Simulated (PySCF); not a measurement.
# One shape, several levels: doublet C5H6S+

We compute a comparison of 6 runs (U-r2SCAN/def2-SVP, UB3LYP/def2-SVP, UBHLYP/def2-SVP, UBLYP/def2-SVP, UM06-L/def2-SVP, UPBE0/def2-SVP) of doublet C5H6S+. Input form: a Python script.

The calculation is run with PySCF 2.14.0.

2 further runs of the same task are left out: 2 set aside as unsound or not needed.

### 1 The molecule

C5H6S+ has 12 atoms, charge +1, and is taken as a doublet. As SMILES of the parent species, `Cc1cccs1`. The shape is that of a PBE0-D4/def2-TZVP optimisation. That shape belongs to the parent species and isn't relaxed for this state.

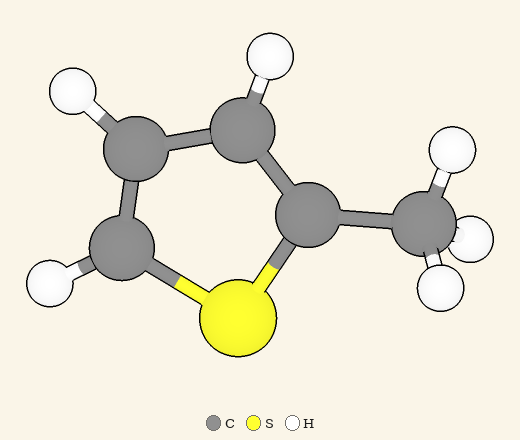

Viewed from a chosen angle; carbon grey, sulfur yellow, hydrogen white.

### 2 The energy at U-r2SCAN/def2-SVP (run 1)

Contents of job.py:

```python
from pyscf import gto, dft

molecule = gto.M(
    atom='''
C   -0.180060  -0.623760   1.893480
C   -0.144840  -0.085780   0.505450
C    0.722890  -0.397700  -0.500900
C    0.467610   0.306850  -1.704690
C   -0.595740   1.149550  -1.598120
S   -1.281630   1.082870  -0.035230
H    0.624580  -1.348270   2.027280
H   -1.125310  -1.127980   2.110720
H   -0.049070   0.164840   2.639060
H    1.524390  -1.115690  -0.378620
H    1.049440   0.191650  -2.609650
H   -1.012270   1.803430  -2.348790
''',
    max_memory=1860,
    spin=1,
    charge=1,
    basis='def2-svp',
    verbose=3,
)

mf = dft.UKS(molecule)
mf.xc = 'r2scan'
mf.conv_tol = 1e-10
mf.grids.level = 5
mf.kernel()
if not mf.converged:
    mf = mf.newton().run(mf.mo_coeff, mf.mo_occ)

e_tot = mf.e_tot
print(f'total energy: {e_tot:.8f} hartree')
```

Started as:

```console
$ OMP_NUM_THREADS=1 python job.py
```

Output:

```text
WARN: HOMO -0.282691659148642 >= LUMO -0.282691659148641

converged SCF energy = -591.604796491741  <S^2> = 0.76606528  2S+1 = 2.0160013
total energy: -591.60479649 hartree
```

It took 1.7 min on 1 thread of Intel Xeon 6975P-C (Granite Rapids), shared host; peak memory 0.72 GiB.

### 3 A single-point energy at UB3LYP/def2-SVP (run 2)

Contents of run.py:

```python
from pyscf import gto, dft

mol = gto.M(
    atom='''
C     -0.180060    -0.623760     1.893480
C     -0.144840    -0.085780     0.505450
C      0.722890    -0.397700    -0.500900
C      0.467610     0.306850    -1.704690
C     -0.595740     1.149550    -1.598120
S     -1.281630     1.082870    -0.035230
H      0.624580    -1.348270     2.027280
H     -1.125310    -1.127980     2.110720
H     -0.049070     0.164840     2.639060
H      1.524390    -1.115690    -0.378620
H      1.049440     0.191650    -2.609650
H     -1.012270     1.803430    -2.348790
''',
    basis='def2-svp',
    max_memory=1860,
    spin=1,
    verbose=3,
    charge=1,
)

ks = dft.UKS(mol)
ks.xc = 'b3lyp'
ks.grids.level = 5
ks.conv_tol = 1e-10
ks.kernel()
if not ks.converged:
    ks = ks.newton().run(ks.mo_coeff, ks.mo_occ)

e_tot = ks.e_tot
print(f'total energy: {e_tot:.8f} hartree')
```

Started as:

```console
$ OMP_NUM_THREADS=1 python run.py
```

Output:

```text
WARN: HOMO -0.270147393583 >= LUMO -0.270147393583001

converged SCF energy = -591.763658753017  <S^2> = 0.76044797  2S+1 = 2.0104208
total energy: -591.76365875 hartree
```

It took 54 s on 1 thread of Intel Xeon 6975P-C (Granite Rapids), shared host; peak memory 0.69 GiB.

### 4 A single-point energy at UBHLYP/def2-SVP (run 3)

Contents of input.py:

```python
from pyscf import gto, dft

mol = gto.Mole()
mol.atom = [
    ('C', (-0.180060, -0.623760, 1.893480)),
    ('C', (-0.144840, -0.085780, 0.505450)),
    ('C', (0.722890, -0.397700, -0.500900)),
    ('C', (0.467610, 0.306850, -1.704690)),
    ('C', (-0.595740, 1.149550, -1.598120)),
    ('S', (-1.281630, 1.082870, -0.035230)),
    ('H', (0.624580, -1.348270, 2.027280)),
    ('H', (-1.125310, -1.127980, 2.110720)),
    ('H', (-0.049070, 0.164840, 2.639060)),
    ('H', (1.524390, -1.115690, -0.378620)),
    ('H', (1.049440, 0.191650, -2.609650)),
    ('H', (-1.012270, 1.803430, -2.348790)),
]
mol.spin = 1
mol.charge = 1
mol.max_memory = 1860
mol.verbose = 3
mol.basis = 'def2-svp'
mol.build()

mf = dft.UKS(mol)
mf.xc = 'bhandhlyp'
mf.grids.level = 5
mf.conv_tol = 1e-10
mf.kernel()
if not mf.converged:
    mf = mf.newton().run(mf.mo_coeff, mf.mo_occ)

etot = mf.e_tot
print(f'total energy: {etot:.8f} hartree')
```

Started as:

```console
$ OMP_NUM_THREADS=1 python input.py
```

Output:

```text
converged SCF energy = -591.622171180969  <S^2> = 0.77281537  2S+1 = 2.0226867
total energy: -591.62217118 hartree
```

Run time: 53 s. Hardware: 1 thread of Intel Xeon 6975P-C (Granite Rapids), shared host; peak memory 0.68 GiB.

Runs 4 to 5 aren't shown in full; the table further down has their settings and results.

### 5 The energy at UPBE0/def2-SVP (run 6)

Contents of calc.py:

```python
from pyscf import gto, dft

molecule = gto.Mole()
molecule.atom = '''
C     -0.340264    -1.178736     3.578159
C     -0.273708    -0.162101     0.955162
C      1.366064    -0.751544    -0.946564
C      0.883655     0.579862    -3.221397
C     -1.125785     2.172335    -3.020009
S     -2.421930     2.046328    -0.066575
H      1.180285    -2.547861     3.831004
H     -2.126528    -2.131573     3.988683
H     -0.092729     0.311502     4.987101
H      2.880680    -2.108349    -0.715488
H      1.983154     0.362166    -4.931524
H     -1.912913     3.407989    -4.438570
'''
molecule.max_memory = 1860
molecule.basis = 'def2-svp'
molecule.spin = 1
molecule.charge = 1
molecule.verbose = 3
molecule.unit = 'bohr'
molecule.build()

ks = dft.UKS(molecule)
ks.xc = 'pbe0'
ks.grids.level = 5
ks.conv_tol = 1e-10
ks.kernel()
if not ks.converged:
    ks = ks.newton().run(ks.mo_coeff, ks.mo_occ)

e_tot = ks.e_tot
print('E(%s) = %.9f' % ('PBE0', e_tot))
```

Started as:

```console
$ OMP_NUM_THREADS=1 python calc.py
```

Output:

```text
converged SCF energy = -591.376563670317  <S^2> = 0.76404297  2S+1 = 2.013994
E(PBE0) = -591.376563670
```

It took 58 s on 1 thread of Intel Xeon 6975P-C (Granite Rapids), shared host; peak memory 0.68 GiB.

### 6 The series

```csv
run,level,energy (Eh),HOMO energy (eV),LUMO energy (eV),⟨S²⟩,wall time
1,U-r2SCAN/def2-SVP,-591.604796,-12.30,-11.16,0.766,1.7 min
2,UB3LYP/def2-SVP,-591.763659,-12.83,-10.68,0.760,54 s
3,UBHLYP/def2-SVP,-591.622171,-13.99,-9.36,0.773,53 s
4,UBLYP/def2-SVP,-591.650024,-11.78,-11.19,0.755,46 s
5,UM06-L/def2-SVP,-591.722515,-12.28,-11.29,0.761,1.8 min
6,UPBE0/def2-SVP,-591.376564,-13.12,-10.50,0.764,58 s
```

### 7 Summary of results

| quantity | value |
| --- | --- |
| run 6: total energy | -591.37656 Eh |
| run 6: HOMO energy (highest over α and β) | -13.12 eV |
| run 6: LUMO energy (lowest over α and β) | -10.50 eV |
| run 6: ⟨S²⟩ | 0.764 |

What this shows: Totals of different functionals can't be ranked against each other. All runs together took 7 min, the longest 1.8 min.
